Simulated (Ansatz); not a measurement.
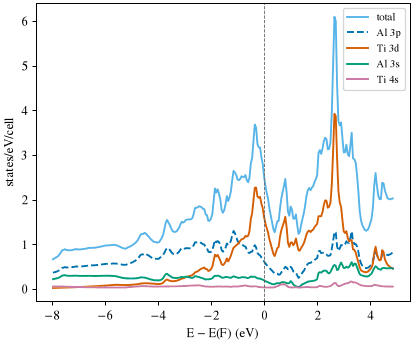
Figure: Total and projected density of states of TiAl₃ in space group Pmm2 (No. 25; Ti on 1b, Al on 1d, Al on 1c, Al on 1a), DFT-r²SCAN in the program Ansatz with PAW potentials

Task: Which orbitals carry the states next to the Fermi level?

Result: Within 0.5 eV of the Fermi level: Ti 3d 62 %, Al 3p 26 %, Al 3s 8 %. Projections are on Löwdin-orthogonalised atomic valence shells; empty p or d shells of many metals are not among them.

Task: Where is the tallest occupied peak in this window, and what makes it?

Result: Near -0.3 eV, about 3.7 states/eV per cell; the largest projected share is Ti 3d.

The first step of the workflow began from a Materials Project structure, measured or hypothetical; the Crystallography Open Database copy checked does not list it. With Ti and Al taken as one species the cell has the higher symmetry P6_3/mmc, so it may be an ordered model of a mixed-site phase. Its standing as an ambient phase is unchecked. The r²SCAN relaxation kept the symmetry of its start; its stability against distortions is not shown here. The run is not spin-polarised.

Potentials: the later of the program's two PAW sets.
